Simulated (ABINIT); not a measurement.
# Beyond one shot: CdWO4 (P2/c)

How far does self-consistency move the gap of CdWO4 (P2/c)?

Program: ABINIT 10.8.3. Level of theory: LDA and many-body steps on it, plane waves. Results are calculated unless marked as measured.

**Experimental background.**

- Gap 4.15 eV: direct gap from absorption edge with Urbach fit; optical absorption; 300 K; bulk crystal (thin cleaved platelet of Czochralski crystal, 10-30 um thick) (“Optical absorption of divalent metal tungstates: Correlation between the band-gap energy and the cation ionic radius”, 2008, arxiv:0807.2115).

## 1. The structure

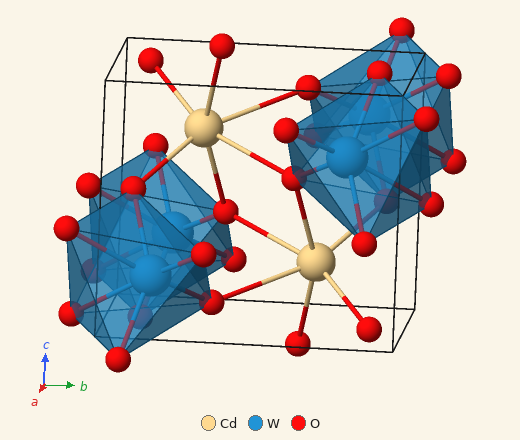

The cell as given, slightly off an axis (cadmium orange, tungsten blue, oxygen red). Some periodic images of atoms are drawn too.

Structure file:

```cif
data_structure
_symmetry_space_group_name_H-M 'P 1'
_symmetry_Int_Tables_number 1
_cell_length_a 5.0400
_cell_length_b 5.8701
_cell_length_c 5.0841
_cell_angle_alpha 90.000
_cell_angle_beta 91.476
_cell_angle_gamma 90.000
_cell_volume 150.36
loop_
_atom_site_label
_atom_site_type_symbol
_atom_site_fract_x
_atom_site_fract_y
_atom_site_fract_z
_atom_site_occupancy
Cd1 Cd 0.50000 0.69729 0.25000 1
Cd2 Cd 0.50000 0.30271 0.75000 1
W3 W 0.00000 0.17855 0.25000 1
W4 W 0.00000 0.82145 0.75000 1
O5 O 0.20180 0.09550 0.95040 1
O6 O 0.79820 0.09550 0.54960 1
O7 O 0.79820 0.90450 0.04960 1
O8 O 0.20180 0.90450 0.45040 1
O9 O 0.24200 0.37030 0.38390 1
O10 O 0.75800 0.37030 0.11610 1
O11 O 0.75800 0.62970 0.61610 1
O12 O 0.24200 0.62970 0.88390 1
```

The cell and positions come from the Crystallography Open Database and are kept as given unless a step says otherwise. Spin-orbit coupling is left out unless a step names it.

## 2. Empty states on the mesh, 2×2×2 mesh, 151 bands

This step: ABINIT 10.8.3; DFT, LDA, plane waves, norm-conserving pseudopotentials.

The sums over transitions need many empty states on a uniform mesh; this step solves for them.

Contents of run.abi:

```
acell 3*1.0 Angstrom
rprim 
  5.040000000000 -0.000000000000 0.000000000000
  -0.000000000000 5.870100000000 -0.000000000000
  -0.130957318200 -0.000000000000 5.082413107100
ntypat 3
znucl 48 74 8
natom 12
typat 1 1 2 2 3 3 3 3 3 3 3 3
xred 
  0.500000000000 0.697290000000 0.250000000000
  0.500000000000 0.302710000000 0.750000000000
  0.000000000000 0.178550000000 0.250000000000
  0.000000000000 0.821450000000 0.750000000000
  0.201800000000 0.095500000000 0.950400000000
  0.798200000000 0.095500000000 0.549600000000
  0.798200000000 0.904500000000 0.049600000000
  0.201800000000 0.904500000000 0.450400000000
  0.242000000000 0.370300000000 0.383900000000
  0.758000000000 0.370300000000 0.116100000000
  0.758000000000 0.629700000000 0.616100000000
  0.242000000000 0.629700000000 0.883900000000
pp_dirpath "pseudos"
pseudos "Cd.upf, W.upf, O.upf"
ecut 47
ngkpt 2 2 2
nshiftk 1
shiftk 0 0 0
kptopt 1
chksymbreak 0
iscf -2
irdden 1
istwfk *1
nband 151
nbdbuf 12
tolwfr 1e-09
nstep 60
prtvol 0
indata_prefix "in"
outdata_prefix "out"
tmpdata_prefix "tmp"
```

On the command line:

```sh
$ OMP_NUM_THREADS=1 mpirun -n 4 abinit run.abi > log
```

Numbers of over 12 decimals in the logs are rounded to 6 here.

The program printed:

```text
.Version 10.8.3 of ABINIT. v10.8.2 released Aug 2026.

 Symmetries : space group P2/c (# 13); Bravais mP (primitive monocl.)
[... echo of the input left out ...]
== DATASET  1 ==================================================================
-   mpi_nproc: 4, omp_nthreads: 1 (-1 if OMP is not activated)

--- !DatasetInfo
iteration_state: {dtset: 1, }
dimensions: {natom: 12, nkpt: 8, mband: 151, nsppol: 1, nspinor: 1, nspden: 1, mpw: 15656, }
cutoff_energies: {ecut:  47.0, pawecutdg:  -1.0, }
[...]
1.37928    1.38422    1.40429    1.40715    1.40802    1.42269    1.43313    1.44652
   1.46061    1.48041    1.48170    1.48181    1.50001    1.51033    1.51223    1.52608
   1.53332    1.53365    1.54552    1.55180    1.57388    1.58085    1.58750
 prteigrs : prtvol=0 or 1, do not print more k-points.

== END DATASET(S) ==============================================================
================================================================================

 -outvars: echo values of variables after computation  --------
            nband         151
             nkpt           8
          spgroup          13
 [... the other variables as echoed above ...]

 Calculation completed.
```

The job ended after 5.5 min (4 MPI ranks of Arm Neoverse V1, shared host; peak memory 0.67 GiB; 22 min of CPU time).

Numbers from this step:

```yaml
gap: 2.998 eV
k_of_the_valence_top: 0, 0.5, 0
k_of_the_conduction_bottom: 0, 0.5, 0
least_direct_gap: 2.998 eV
k_points_computed: 8
lowest_point_of_the_top_converged_band_above_the_valence_top: 34.19 eV
```

On this mesh the gap is 2.998 eV.

The density comes from a self-consistent run that is not shown.

## 3. Screening, 2×2×2 mesh, 139 bands, screening to 89.8 eV

The RPA dielectric matrix is built and inverted for each q.

This step: RPA screening on LDA, plane waves, norm-conserving pseudopotentials.

run.abi, as its differences from that of step 2:

```diff
@@ -30,10 +30,11 @@
 chksymbreak 0
-iscf -2
-irdden 1
 istwfk *1
-nband 151
-nbdbuf 12
-tolwfr 1e-09
-nstep 60
-prtvol 0
+occopt 1
+irdwfk 1
+optdriver 3
+nband 139
+ecuteps 3.3
+inclvkb 2
+awtr 1
+symchi 1
 indata_prefix "in"
```

The program printed:

```text
.Version 10.8.3 of ABINIT. v10.8.2 released Aug 2026.

 Symmetries : space group P2/c (# 13); Bravais mP (primitive monocl.)
[... echo of the input left out ...]
== DATASET  1 ==================================================================
-   mpi_nproc: 4, omp_nthreads: 1 (-1 if OMP is not activated)

--- !DatasetInfo
iteration_state: {dtset: 1, }
dimensions: {natom: 12, nkpt: 8, mband: 139, nsppol: 1, nspinor: 1, nspden: 1, mpw: 15656, }
cutoff_energies: {ecut:  47.0, pawecutdg:  -1.0, }
electrons: {nelect:   1.16000000E+02, charge:   0.00000000E+00, occopt:   1.00000000E+00, tsmear:   1.00000000E-02, }

 SCREENING: Calculation of the susceptibility and dielectric matrices

 Based on a program developped by R.W. Godby, V. Olevano, G. Onida, and L. Reining.
 Incorporated in ABINIT by V. Olevano, G.-M. Rignanese, and M. Torrent.
.Using double precision arithmetic ; gwpc =  8

[... cell and pseudopotentials left out ...]
--------------------------------------------------------------------------------

 ==== K-mesh for the wavefunctions ====
 Number of points in the irreducible wedge :     8
[... list of points left out ...]
 Together with  4 symmetry operations and time-reversal symmetry
 yields     8 points in the full Brillouin Zone.

 ==== Q-mesh for the screening function ====
 Number of points in the irreducible wedge :     8
[... list of points left out ...]
 Together with  4 symmetry operations and time-reversal symmetry
 yields     8 points in the full Brillouin Zone.

 setmesh: FFT mesh size selected  =    40x   45x   40
          total number of points  =        72000

 vcoul_init : cutoff-mode = AUXILIARY_FUNCTION
 q-points for optical limit:   1
     1)      0.000010    0.000020    0.000030

- screening: taking advantage of time-reversal symmetry
- Maximum band index for partially occupied states nbvw = 58
- Remaining bands to be divided among processors   nbcw = 81
- Number of bands treated by each node ~20

 Number of electrons calculated from density =  116.0000; Expected =  116.0000
 average of density, n =  0.114318
 r_s =    1.2782
 omega_plasma =   32.6147 [eV]

 calculating chi0 at frequencies [eV] :
  1    0.000000E+00    0.000000E+00
  2    0.000000E+00    3.261469E+01

--------------------------------------------------------------------------------
  q-point number  1        q = ( 0.000000, 0.000000, 0.000000) [r.l.u.]
--------------------------------------------------------------------------------
[... chi0 elements left out ...]
 For q-point:  0.000010 0.000020 0.000030
  dielectric constant =   5.0433
  dielectric constant without local fields =   5.6400

  Average fulfillment of the sum rule on Im[epsilon] for q-point    1 :     36.28  [%]
[... wings left out ...]
  q-point number  2        q = ( 0.500000, 0.000000, 0.000000) [r.l.u.]
--------------------------------------------------------------------------------
[... chi0 elements left out ...]
  Average fulfillment of the sum rule on Im[epsilon] for q-point    2 :     42.62  [%]

 [... 6 further q-points ...]
```

The job ended after 6 min (4 MPI ranks; peak memory 5 GiB; 24 min of CPU time).

Numbers from this step:

```
ε∞ with local fields, on this mesh, along the program's q direction : 5.043
the same without local fields                                       : 5.64
plasma frequency                                                    : 32.61 eV
plane waves in the screening matrix                                 : 277
```

Local fields lower ε∞ by 11 %. On a Γ-centred mesh this coarse the value itself is usually too large, while a short band sum pulls it down.

## 4. G0W0

The self-energy is evaluated for the states that the input lists, and the levels follow from it, in one-shot runs by the linearised quasiparticle equation.

This step: G0W0 on LDA, plane waves, norm-conserving pseudopotentials.

run.abi, as its differences from that of step 3:

```diff
@@ -33,8 +33,17 @@
 irdwfk 1
-optdriver 3
+optdriver 4
 nband 139
+gwcalctyp 0
+ecutsigx 47
+symsigma 1
+nkptgw 2
+kptgw 
+  0.0000000000 0.5000000000 0.0000000000
+  0.0000000000 0.0000000000 0.0000000000
+bdgw 
+  57 61
+  57 60
 ecuteps 3.3
-inclvkb 2
-awtr 1
-symchi 1
+irdscr 1
+ppmodel 1
 indata_prefix "in"
```

The program printed:

```text
.Version 10.8.3 of ABINIT. v10.8.2 released Aug 2026.

 Symmetries : space group P2/c (# 13); Bravais mP (primitive monocl.)
[... echo of the input left out ...]
== DATASET  1 ==================================================================
-   mpi_nproc: 4, omp_nthreads: 1 (-1 if OMP is not activated)

--- !DatasetInfo
iteration_state: {dtset: 1, }
dimensions: {natom: 12, nkpt: 8, mband: 139, nsppol: 1, nspinor: 1, nspden: 1, mpw: 15656, }
cutoff_energies: {ecut:  47.0, pawecutdg:  -1.0, }
electrons: {nelect:   1.16000000E+02, charge:   0.00000000E+00, occopt:   1.00000000E+00, tsmear:   1.00000000E-02, }

 SIGMA: Calculation of the GW corrections

 Based on a program developped by R.W. Godby, V. Olevano, G. Onida, and L. Reining.
 Incorporated in ABINIT by V. Olevano, G.-M. Rignanese, and M. Torrent.
.Using double precision arithmetic ; gwpc =  8

[... cell and pseudopotentials left out ...]
--------------------------------------------------------------------------------

 ==== K-mesh for the wavefunctions ====
 Number of points in the irreducible wedge :     8
[... list of points left out ...]
 Together with  4 symmetry operations and time-reversal symmetry
 yields     8 points in the full Brillouin Zone.

 ==== Q-mesh for screening function ====
 Number of points in the irreducible wedge :     8
[... list of points left out ...]
 Together with  4 symmetry operations and time-reversal symmetry
 yields     8 points in the full Brillouin Zone.

 vcoul_init : cutoff-mode = AUXILIARY_FUNCTION
 q-points for optical limit:   1
     1)      0.000010    0.000020    0.000030
 setmesh: FFT mesh size selected  =    60x   72x   60
          total number of points  =       259200

 Number of electrons calculated from density =  116.0000; Expected =  116.0000
 average of density, n =  0.114318
 r_s =    1.2782
 omega_plasma =   32.6147 [eV]

 === KS Band Gaps ===
  >>>> For spin  1
   Minimum direct gap =   2.9976 [eV], located at k-point      :   0.0000  0.5000  0.0000
   Fundamental gap    =   2.9976 [eV], Top of valence bands at :   0.0000  0.5000  0.0000
                                       Bottom of conduction at :   0.0000  0.5000  0.0000
 SIGMA fundamental parameters:
 PLASMON POLE MODEL  1
 number of plane-waves for SigmaX                15641
 number of plane-waves for SigmaC and W            277
 number of plane-waves for wavefunctions         15641
 number of bands                                   139
 number of independent spin polarizations            1
 number of spinorial components                      1
 number of k-points in IBZ                           8
 number of q-points in IBZ                           8
 number of symmetry operations                       4
 number of k-points in BZ                            8
 number of q-points in BZ                            8
 number of frequencies for dSigma/dE                 9
 frequency step for dSigma/dE [eV]                0.25
 number of omega for Sigma on real axis              0
 max omega for Sigma on real axis  [eV]           0.00
 zcut for avoiding poles [eV]                     0.10

 EPSILON^-1 parameters (SCR file):
 dimension of the eps^-1 matrix on file            277
 dimension of the eps^-1 matrix used               277
 number of plane-waves for wavefunctions         15641
 number of bands                                   139
 number of q-points in IBZ                           8
 number of frequencies                               2
 number of real frequencies                          1
 number of imag frequencies                          1

 matrix elements of self-energy operator (all in [eV])

 Perturbative Calculation

--- !SelfEnergy_ee
iteration_state: {dtset: 1, }
kpoint     : [   0.000,    0.500,    0.000, ]
spin       : 1
KS_gap     :    2.998
QP_gap     :    5.006
Delta_QP_KS:    2.009
data: !SigmaeeData |
     Band     E0 <VxcDFT>   SigX SigC(E0)      Z dSigC/dE  Sig(E)    E-E0       E
       57   4.958 -19.439 -24.445   5.081   0.777  -0.287 -19.381   0.058   5.017
       58   5.524 -20.960 -25.788   4.958   0.787  -0.271 -20.857   0.102   5.626
       59   8.521 -17.109 -11.449  -3.108   0.827  -0.209 -14.998   2.111  10.632
       60   9.410 -16.657 -11.695  -3.095   0.822  -0.217 -15.122   1.535  10.945
       61   9.411 -18.189 -11.695  -3.095   0.822  -0.217 -15.395   2.794  12.206

--- !SelfEnergy_ee
iteration_state: {dtset: 1, }
kpoint     : [   0.000,    0.000,    0.000, ]
spin       : 1
KS_gap     :    3.643
QP_gap     :    5.640
Delta_QP_KS:    1.997
data: !SigmaeeData |
     Band     E0 <VxcDFT>   SigX SigC(E0)      Z dSigC/dE  Sig(E)    E-E0       E
       57   5.217 -19.763 -24.770   5.119   0.777  -0.287 -19.676   0.087   5.304
       58   5.262 -20.830 -25.536   4.813   0.788  -0.269 -20.746   0.084   5.346
       59   8.904 -17.169 -11.869  -2.771   0.823  -0.215 -15.087   2.082  10.986
       60   9.354 -18.087 -12.337  -3.026   0.819  -0.222 -15.857   2.230  11.584

== END DATASET(S) ==============================================================
================================================================================

 -outvars: echo values of variables after computation  --------
           etotal      0.0000000000E+00
            nband         139
             nkpt           8
          spgroup          13
 [... the other variables as echoed above ...]

 Calculation completed.
```

The job ended after 21 s (4 MPI ranks; peak memory 2.9 GiB; 83 s of CPU time).

Numbers from this step:

```
G0W0 gap on the points computed              : 5.006 eV
starting gap on the mesh                     : 2.998 eV
k of the valence top                         : 0, 0.5, 0
k of the conduction bottom                   : 0, 0.5, 0
Z at the valence top                         : 0.787
Z at the conduction bottom                   : 0.827
least direct G0W0 gap on the computed points : 5.006 eV
```

The gap on the mesh goes from 3.00 eV to 5.01 eV, a correction of +2.01 eV.

## 5. evGW0, cycle 1

This step: evGW0 on LDA, plane waves, norm-conserving pseudopotentials.

run.abi, as its differences from that of step 4:

```diff
@@ -35,12 +35,24 @@
 nband 139
-gwcalctyp 0
+gwcalctyp 10
 ecutsigx 47
 symsigma 1
-nkptgw 2
+nkptgw 8
 kptgw 
+  0.0000000000 0.0000000000 0.0000000000
+  0.5000000000 0.0000000000 0.0000000000
   0.0000000000 0.5000000000 0.0000000000
-  0.0000000000 0.0000000000 0.0000000000
+  0.5000000000 0.5000000000 0.0000000000
+  0.0000000000 0.0000000000 0.5000000000
+  0.5000000000 0.0000000000 0.5000000000
+  0.0000000000 0.5000000000 0.5000000000
+  0.5000000000 0.5000000000 0.5000000000
 bdgw 
-  57 61
-  57 60
+  25 74
+  25 74
+  25 74
+  25 74
+  25 74
+  25 74
+  25 74
+  25 74
 ecuteps 3.3
```

The program printed:

```text
.Version 10.8.3 of ABINIT. v10.8.2 released Aug 2026.

 Symmetries : space group P2/c (# 13); Bravais mP (primitive monocl.)
[... echo of the input left out ...]
== DATASET  1 ==================================================================
-   mpi_nproc: 4, omp_nthreads: 1 (-1 if OMP is not activated)

--- !DatasetInfo
iteration_state: {dtset: 1, }
dimensions: {natom: 12, nkpt: 8, mband: 139, nsppol: 1, nspinor: 1, nspden: 1, mpw: 15656, }
cutoff_energies: {ecut:  47.0, pawecutdg:  -1.0, }
electrons: {nelect:   1.16000000E+02, charge:   0.00000000E+00, occopt:   1.00000000E+00, tsmear:   1.00000000E-02, }

 SIGMA: Calculation of the GW corrections

 Based on a program developped by R.W. Godby, V. Olevano, G. Onida, and L. Reining.
 Incorporated in ABINIT by V. Olevano, G.-M. Rignanese, and M. Torrent.
.Using double precision arithmetic ; gwpc =  8

[... cell and pseudopotentials left out ...]
--------------------------------------------------------------------------------

 ==== K-mesh for the wavefunctions ====
 Number of points in the irreducible wedge :     8
[... list of points left out ...]
 Together with  4 symmetry operations and time-reversal symmetry
 yields     8 points in the full Brillouin Zone.

 ==== Q-mesh for screening function ====
 Number of points in the irreducible wedge :     8
[... list of points left out ...]
 Together with  4 symmetry operations and time-reversal symmetry
 yields     8 points in the full Brillouin Zone.

 vcoul_init : cutoff-mode = AUXILIARY_FUNCTION
 q-points for optical limit:   1
     1)      0.000010    0.000020    0.000030
 setmesh: FFT mesh size selected  =    60x   72x   60
          total number of points  =       259200

 Number of electrons calculated from density =  116.0000; Expected =  116.0000
[...]
spin       : 1
KS_gap     :    3.517
QP_gap     :    5.561
Delta_QP_KS:    2.044
data: !SigmaeeData |
     Band     E_DFT   <VxcDFT>   E(N-1)  <Hhartree>   SigX  SigC[E(N-1)]    Z     dSigC/dE  Sig[E(N)]  DeltaE  E(N)_pert E(N)_diago
[...]
--- !SelfEnergy_ee
iteration_state: {dtset: 1, }
kpoint     : [   0.500,    0.500,    0.500, ]
spin       : 1
KS_gap     :    4.156
QP_gap     :    6.242
Delta_QP_KS:    2.086
data: !SigmaeeData |
     Band     E_DFT   <VxcDFT>   E(N-1)  <Hhartree>   SigX  SigC[E(N-1)]    Z     dSigC/dE  Sig[E(N)]  DeltaE  E(N)_pert E(N)_diago
[...]
73    15.542   -17.217    15.542    32.760   -10.655    -3.803     0.810    -0.234   -14.982     2.235    17.778    18.301
       74    15.542   -17.217    15.542    32.760   -10.655    -3.803     0.810    -0.234   -14.982     2.235    17.778    18.301

 New Fermi energy :        3.073419E-01 Ha ,    8.363200E+00 eV

 === QP Band Gaps ===
  >>>> For spin  1
   Minimum direct gap =   5.4190 [eV], located at k-point      :   0.0000  0.5000  0.0000
   Fundamental gap    =   5.4190 [eV], Top of valence bands at :   0.0000  0.5000  0.0000
                                       Bottom of conduction at :   0.0000  0.5000  0.0000

 writing QP data on file : out_QPS

 Convergence of QP corrections
 >>>>> For spin  1 <<<<<
.  kptgw no:  1; Maximum DeltaE = (  -0.065   0.002) for band index: 45
.  kptgw no:  2; Maximum DeltaE = (  -0.040   0.001) for band index: 47
.  kptgw no:  3; Maximum DeltaE = (  -0.318  -0.003) for band index: 37
[...]
.  kptgw no:  7; Maximum DeltaE = (  -0.110   0.001) for band index: 47
.  kptgw no:  8; Maximum DeltaE = (  -0.128  -0.000) for band index: 43

== END DATASET(S) ==============================================================
================================================================================

 -outvars: echo values of variables after computation  --------
           etotal      0.0000000000E+00
            nband         139
             nkpt           8
          spgroup          13
 [... the other variables as echoed above ...]

 Calculation completed.
```

It took 11 min on 4 MPI ranks; peak memory 8.9 GiB.

Numbers from this step:

```
quasiparticle gap on the mesh                         : 5.419 eV
gap of the density functional on the mesh             : 2.998 eV
k of the valence top                                  : 0, 0.5, 0
k of the conduction bottom                            : 0, 0.5, 0
Z at the valence top                                  : 0.787
Z at the conduction bottom                            : 0.827
least direct quasiparticle gap on the computed points : 5.419 eV
```

Against G0W0 in ABINIT (2×2×2 mesh, 139 bands, screening to 89.8 eV, Godby-Needs plasmon pole), the gap moves by +0.413 eV. This first cycle still uses the starting levels; it takes the full correction, at all points of the mesh, and its linearised value is 5.006 eV.

(Part 1 of 3 ends here.)

[Paths, hosts, dates, memory and timing lines, banners, echoed tables and standing remarks are left out of the program output.]

[Logs are printed without paths, hosts, clocks, repeated set-up lines and the standing remarks that a program may print on its own settings, such as how far it seeks lower states.]

[Runs of the session that timed out or met a known fault of the program may be left out.]

[Hosts, paths, dates, database ids (printed as entryN), source tags and the programs' standing remarks are cut or masked in the printed files.]

[G0W0 gaps are taken among the corrected bands and points alone; a level outside them can change the order at an edge.]

[Where Ansatz stands beside ABINIT at settings called matched, ABINIT's density can come from a denser mesh and the files from another edition; pairs whose starting gaps differed by over 0.03 eV were left out, so agreement reads better than it is.]
